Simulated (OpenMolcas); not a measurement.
**Excited-state calculation of AlH3Cl (charge −1) (part 1 of 2)**

System: AlH3Cl, charge −1.
Method: MC-PDFT (tOPBE)/ANO-S-VDZ (OpenMolcas 26.06).

The geometry comes from this level: GFN2-xTB.

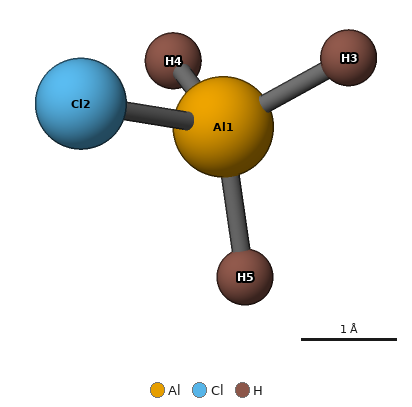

The structure (ball-and-stick view, seen at a tilt; atoms are numbered from 1 in the order of the input). Sticks mark near contacts.

Input
```
&gateway
 xbas
 Al.ANO-S-VDZ
 Cl.ANO-S-VDZ
 H.ANO-S-VDZ
 End of Basis
 zmat
 Al1
 Cl2 1 2.096168
 H3 1 1.608741 2 107.021
 H4 1 1.607812 3 111.56814 2 116.91382
 H5 1 1.608548 4 111.75907 3 -125.81606
 End of ZMAT
 ricd

&seward

&rasscf
 fileorb
 $CurrDir/step2.RasOrb
 spin
 1
 nactel
 2 0 0
 inactive
 16
 ras2
 2
 ciroot
 3 3 1
 orblisting
 Nothing
 orbappear
 Compact

&mcpdft
 ksdft
 T:OPBE
```

Machine: 1 thread of Arm Neoverse V1, 24 GiB of memory available, shared host.

Launch command:
```bash
export MOLCAS_MEM=1860
pymolcas step14.inp > step14.log
```

Output
```
--- Start Module: gateway ---

                                              &GATEWAY

                       available to each process: 1.9 GB of memory, 1 thread

++    Symmetry information:
      ---------------------

                    Character Table for C1

                             E
                    a        1  x, y, xy, Rz, z, xz, Ry, yz, Rx, I
--

++    Basis set information:
      ----------------------

      Basis set label: AL.ANO-S...4S3P.

      Electronic valence basis set:
      ------------------
      Associated Effective Charge  13.000000 au
      Associated Actual Charge     13.000000 au
      Nuclear Model: Point charge

      Shell  nPrim  nBasis  Cartesian Spherical Contaminant
         s      13       4        X
         p      10       3        X

      Basis set label: CL.ANO-S...4S3P.

      Electronic valence basis set:
      ------------------
      Associated Effective Charge  17.000000 au
      Associated Actual Charge     17.000000 au
      Nuclear Model: Point charge

      Shell  nPrim  nBasis  Cartesian Spherical Contaminant
         s      13       4        X
         p      10       3        X

      Basis set label: H.ANO-S...2S.

      Electronic valence basis set:
      ------------------
      Associated Effective Charge   1.000000 au
      Associated Actual Charge      1.000000 au
      Nuclear Model: Point charge

      Shell  nPrim  nBasis  Cartesian Spherical Contaminant
         s       7       2        X
--

++    Molecular structure info:
      -------------------------

                    ************************************************
                    **** Cartesian Coordinates / bohr, angstrom ****
                    ************************************************

     Center  Label                x              y              z                     x              y              z
        1      AL1              0.000000       0.000000       0.000000              0.000000       0.000000       0.000000
        2      CL2              0.000000       0.000000       3.961183              0.000000       0.000000       2.096168
        3      H3               2.906917       0.000000      -0.889899              1.538274       0.000000      -0.470914
        4      H4              -1.442379       2.519540      -0.896032             -0.763274       1.333283      -0.474160
        5      H5              -1.451217      -2.512206      -0.907006             -0.767951      -1.329402      -0.479967

                    ***************************************
                    *    InterNuclear Distances / bohr    *
                    ***************************************

               1 AL1           2 CL2           3 H3            4 H4            5 H5
    1 AL1      0.000000
    2 CL2      3.961183        0.000000
    3 H3       3.040080        5.655366        0.000000
    4 H4       3.038324        5.658718        5.026380        0.000000
    5 H5       3.039715        5.667140        5.030388        5.031766        0.000000

                    *******************************************
                    *    InterNuclear Distances / angstrom    *
                    *******************************************

               1 AL1           2 CL2           3 H3            4 H4            5 H5
    1 AL1      0.000000
    2 CL2      2.096168        0.000000
    3 H3       1.608741        2.992691        0.000000
    4 H4       1.607812        2.994464        2.659846        0.000000
    5 H5       1.608548        2.998921        2.661967        2.662696        0.000000
--

            Nuclear Potential Energy             78.22943975 au

--- Stop Module: gateway /rc=_RC_ALL_IS_WELL_ ---

--- Start Module: seward ---

                                              &SEWARD

                       available to each process: 1.9 GB of memory, 1 thread

               SEWARD will generate:
                  Multipole Moment integrals up to order  2
                  Kinetic Energy integrals
                  Nuclear Attraction integrals (point charge)
                  One-Electron Hamiltonian integrals
                  Velocity integrals
                  Orbital angular momentum around (  0.0002   0.0001   2.0901 )
                  Velocity quadrupole around (  0.0002   0.0001   2.0901 )
                  RI decomposed two-electron repulsion integrals stored Cholesky style
                   - acCD auxiliary basis
                   - CD Threshold:   1.00E-04

                   Integrals are discarded if absolute value <: 1.00E-14
                   Integral cutoff threshold is set to       <: 1.00E-16

            Nuclear Potential Energy             78.22943975 au

      Basis set specifications :
      Symmetry species         a
      Basis functions           32

--- Stop Module: seward /rc=_RC_ALL_IS_WELL_ ---

--- Start Module: rasscf ---

                                              &RASSCF

                       available to each process: 1.9 GB of memory, 1 thread

      Header of the ONEINT file:
      --------------------------

      OrdInt status: non-squared

      Cartesian coordinates in angstrom:
      -----------------------------------------------------
      No.  Label        X            Y            Z
      -----------------------------------------------------
       1   AL1        0.00000000   0.00000000   0.00000000
       2   CL2        0.00000000   0.00000000   2.09616800
       3   H3         1.53827417   0.00000000  -0.47091419
       4   H4        -0.76327410   1.33328338  -0.47415978
       5   H5        -0.76795093  -1.32940210  -0.47996675
      -----------------------------------------------------
      Nuclear repulsion energy =   78.22943975

++    Wave function specifications:
      -----------------------------

      Number of closed shell electrons          32
      Number of electrons in active shells       2
      Max number of holes in RAS1 space          0
      Max nr of electrons in RAS3 space          0
      Number of inactive orbitals               16
      Number of active orbitals                  2
      Number of secondary orbitals              14
      Spin quantum number                      0.0
      State symmetry                             1
--

++    Orbital specifications:
      -----------------------

      Symmetry species                           1
                                                 a
      Frozen orbitals                            0
      Inactive orbitals                         16
      Active orbitals                            2
      RAS1 orbitals                              0
      RAS2 orbitals                              2
      RAS3 orbitals                              0
      Secondary orbitals                        14
      Deleted orbitals                           0
      Number of basis functions                 32
--

++    CI expansion specifications:
      ----------------------------

      Number of CSFs                             3
      Number of spin combinations                3
      Number of determinants                     4
      Number of root(s) required                 3
      Root chosen for geometry opt.              3
      CI roots used                              1     2     3
      weights                                0.333 0.333 0.333
      highest root included in the CI            3
      max. size of the explicit Hamiltonian      3
--

++    Optimization specifications:
      ----------------------------

      RASSCF algorithm: LK RI/DF
      Maximum number of macro iterations       200
      Maximum number of SX iterations          100
      Threshold for RASSCF energy            1.000E-08
      Threshold for max MO rotation          1.000E-01
      Threshold for max BLB element          1.000E-04
      Level shift parameter                  5.000E-01
      Make Quasi-Newton update
--

      The MO-coefficients are taken from the file:
      step2.RasOrb
      Title: RASSCF average (pseudo-natural) orbitals

      Total molecular charge   -1.00

      ************************************************************************************************************************
      *                                            Wave function control section                                             *
      ************************************************************************************************************************

                                         RASSCF iterations: Energy and convergence statistics
                                         ----------------------------------------------------

          iter iter root      energy       change     param      element    value   shift minimum  type update hh:mm:ss
 Nr of preliminary CI iterations:   1
        1   1    3    0  -702.92373045    0.00E+00  -1.68E-05   16  17 1 -9.96E-06   0.30   0.00    SX    NO    0:00:00
        2   1    3    0  -702.92373045   -1.36E-09   1.64E-05   16  17 1 -9.73E-06   0.30   0.00    SX    NO    0:00:00
        3   1    3    0  -702.92373045   -1.03E-09   1.60E-05   16  17 1 -9.50E-06   0.30   0.00    SX    NO    0:00:00
        4   1    3    0  -702.92373045   -8.92E-10   1.56E-05   16  17 1 -9.26E-06   0.30   0.00    SX    NO    0:00:00
      Convergence after  4 iterations
        5   1    3    0  -702.92373045   -8.13E-10   1.56E-05   16  17 1 -9.03E-06   0.30   0.00    SX    NO    0:00:00

      ************************************************************************************************************************
                                                      Wave function printout:
                       occupation of active orbitals, and spin coupling of open shells (u,d: Spin up or down)
      ************************************************************************************************************************

      Note: transformation to natural orbitals
      has been made, which may change the order of the CSFs.

      printout of CI-coefficients larger than  0.05 for root  1
      energy=    -703.209687
      conf/sym  11     Coeff  Weight
             2  ud   0.14481 0.02097
             3  02   0.98944 0.97900

      printout of CI-coefficients larger than  0.05 for root  2
      energy=    -702.954005
      conf/sym  11     Coeff  Weight
             1  20   0.14296 0.02044
             2  ud   0.97918 0.95879
             3  02  -0.14415 0.02078

      printout of CI-coefficients larger than  0.05 for root  3
      energy=    -702.607500
      conf/sym  11     Coeff  Weight
             1  20   0.98971 0.97953
             2  ud  -0.14229 0.02025

      Natural orbitals and occupation numbers for root  1
      sym 1:   0.000044   1.999956

      Natural orbitals and occupation numbers for root  2
      sym 1:   0.998317   1.001683

      Natural orbitals and occupation numbers for root  3
      sym 1:   1.999956   0.000044

      ************************************************************************************************************************
      *                                                    Final results                                                     *
      ************************************************************************************************************************

++    Final optimization conditions:
      ------------------------------

      Average CI energy                            -702.92373045
      RASSCF energy for state  3                   -702.60749974
      Super-CI energy                                -0.00000000
      RASSCF energy change                           -0.00000000
      Max change in MO coefficients              -1.241E-05
      Max non-diagonal density matrix element     1.561E-05
      Maximum BLB matrix element                 -9.031E-06
      (orbital pair  16,  17 in symmetry   1)
      Norm of electronic gradient            1.114E-01
--

      Final state energy(ies):
      ------------------------

::    RASSCF root number  1 Total energy:   -703.20968710
::    RASSCF root number  2 Total energy:   -702.95400452
::    RASSCF root number  3 Total energy:   -702.60749974
      Von Neumann Entropy (Root   1) =  0.00037

      Mulliken population analysis for root number:  1
      -----------------------------------------------

++    Molecular charges:
      ------------------

      Mulliken charges per centre
      ---------------------------

                AL1     CL2     H3      H4      H5
      Total   12.3708 17.5978  1.3317  1.3706  1.3290

      N-E      0.6292 -0.5978 -0.3317 -0.3706 -0.3290

      Total electronic charge=   34.000000

      Total            charge=   -1.000000
--

      Expectation values of various properties for root number:  1
      -----------------------------------------------------------

++    Molecular properties:
      ---------------------

      Charge (e):
                      =   -1.0000
      Dipole Moment (debye):
      Origin of the operator (angstrom)=    0.0001    0.0001    1.1061
                   X=  1.3037E-01               Y= -2.9343E-01               Z=  1.7531E+00           Total=  1.7822E+00
      Center of Charge (angstrom)
                     X=   -0.02703306               Y=    0.06114997               Z=    0.74106796
      Quadrupole Moment (debye*angstrom):
      Origin of the operator (angstrom)=    0.0001    0.0001    1.1061
                  XX= -3.6388E+01              XY=  2.0380E-01              XZ= -2.1163E-01              YY= -3.6613E+01
                  YZ=  4.3199E-01              ZZ= -4.3455E+01
      In traceless form (debye*angstrom)
                  XX=  3.6461E+00              XY=  3.0570E-01              XZ= -3.1744E-01              YY=  3.3085E+00
                  YZ=  6.4799E-01              ZZ= -6.9546E+00
--

      LoProp population analysis for root number:  1
      -----------------------------------------------

++    LoProp analysis:
      ----------------

++    Static properties:
      ------------------

      LoProp Charges per center

                   AL1      CL2      H3       H4       H5
      Nuclear     13.0000  17.0000   1.0000   1.0000   1.0000
      Electronic -12.6955 -17.5377  -1.2444  -1.2803  -1.2421

      Total        0.3045  -0.5377  -0.2444  -0.2803  -0.2421
--

      Natural Bond Order analysis for root number:  1
```
